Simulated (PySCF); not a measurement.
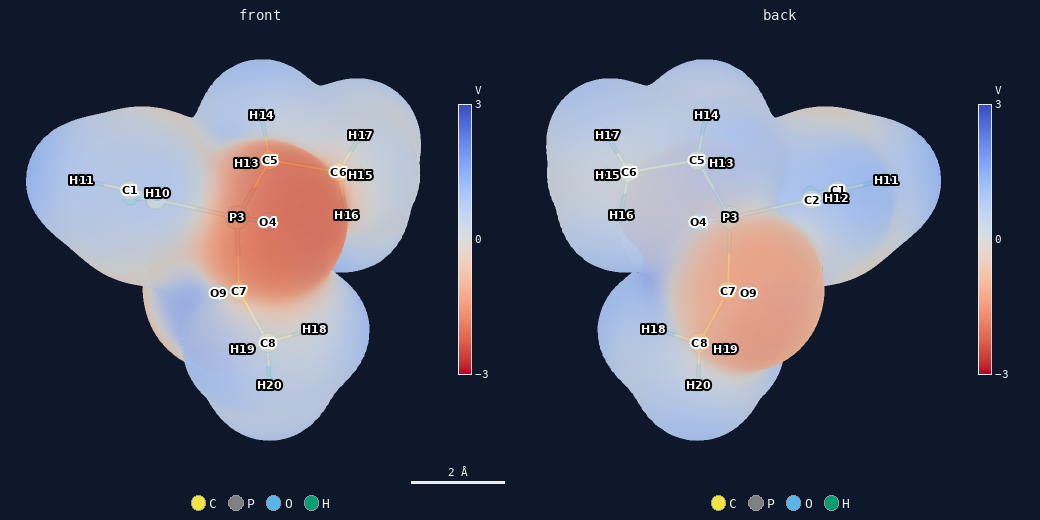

C6H11O2P. The electrostatic potential painted on the density surface at 0.002 e/bohr³, seen from the front and from behind; the colour scale runs from red (negative) to blue (positive).

Geometry: GFN2-xTB.

All numbers below come from PySCF 2.14.0, PBE0/pcSseg-1, SCF density, gas phase, non-relativistic.

The calculation's input:

```
{"job": {"kind": "nmr", "xc": "PBE0", "basis": "pcSseg-1"}, "charge": 0, "multiplicity": 1}
C     -1.581139    -2.642800    -0.200429
C     -1.108917    -1.586764    -0.840397
P     -0.266392    -0.289915     0.106782
O     -0.143768    -0.538528     1.548952
C     -1.146155     1.267406    -0.344170
C     -0.490525     2.432399     0.381011
C      1.380338    -0.123760    -0.788416
C      2.540020    -0.383624     0.108046
O      1.428215     0.160200    -1.954247
H     -1.465471    -2.715935     0.870169
H     -2.090357    -3.452749    -0.698007
H     -1.181588    -1.455094    -1.909686
H     -1.121910     1.401838    -1.425323
H     -2.183817     1.142213    -0.022120
H     -0.415075     2.207145     1.444017
H      0.512397     2.608145    -0.006538
H     -1.073066     3.343182     0.257392
H      2.479089     0.302891     0.953027
H      2.433252    -1.388369     0.518187
H      3.489722    -0.277205    -0.410981
```

Launched as:

```sh
OMP_NUM_THREADS=1 python probes_run.py task.json out
```

Question: Describe the electrostatic potential map.

Answer: The most negative region (about −2.1 V) lies over O4, the most positive (about +1.1 V) over P3, C7 and H11. O4 is the likeliest acceptor of a hydrogen bond.
